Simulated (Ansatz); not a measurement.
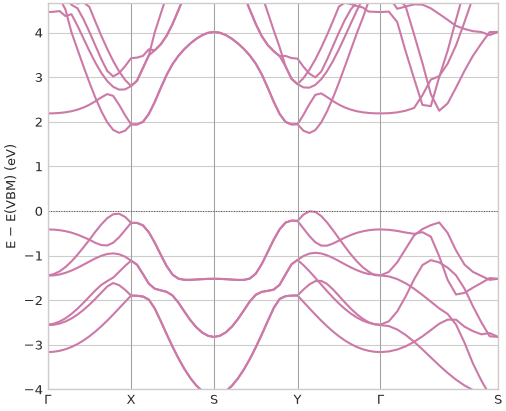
Figure: Band structure from the program Ansatz at the r²SCAN+D4 level (PAW)

Problem. Read off the gap and where the band edges lie.

Solution. About 1.7 eV (1.75 eV by a search for the band edges); maximum on the Y–Γ line, 17 % of the way from Y, minimum on the Y–Γ line, 14 % of the way from Y.

Problem. Which of these materials gives this?
A) PbS, puckered layer
B) SnSe, puckered layer
C) PbSe, puckered layer
D) As, puckered layer

Solution. C, PbSe, puckered layer

Space group Pmn2_1 (puckered). The layer was cut from a bulk entry of the Materials Project (measured or hypothetical); whether that bulk phase is the ambient one, and whether the layer has been isolated, was not checked. Symmetry was held in the r²SCAN+D4 relaxation; whether a distortion lowers the energy is not shown. Scalar-relativistic: spin–orbit coupling is off unless named, which matters more the heavier the elements.

Potentials: the later of the program's two PAW sets.
